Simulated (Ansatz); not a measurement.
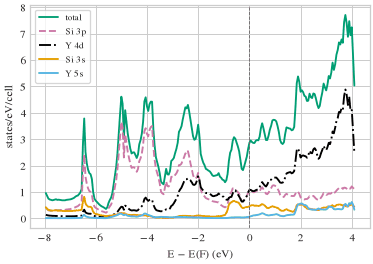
Fig. 1. Total and projected density of states of YSi2 in space group I4_1/amd (No. 141; Y on 4a, Si on 8e), PBEsol in the plane-wave PAW code Ansatz

Problem. Which orbitals carry the states next to the Fermi level?

Solution. Within 0.5 eV of the Fermi level: Y 4d 36 %, Si 3p 35 %, Si 3s 18 %, outside the projected shells 8 %. Projections are on Löwdin-orthogonalised atomic valence shells; empty p or d shells of many metals are not among them.

Problem. Where is the tallest occupied peak in this window, and what makes it?

Solution. Near -5.0 eV, about 4.6 states/eV per cell; the largest projected share is Si 3p.

The workflow started from a Materials Project entry (that database holds measured and hypothetical structures alike); the Crystallography Open Database copy checked does not list it. COD files the formula under space group No. 191, so this cell is another polymorph or a model. Whether it is the stable phase at ambient conditions was not checked. The PBEsol relaxation kept the symmetry of its start; of distortions, only those at the zone centre were tested. No spin polarisation was allowed. Spin–orbit coupling is left out wherever it is not named.

Potentials: the later of the program's two PAW sets.
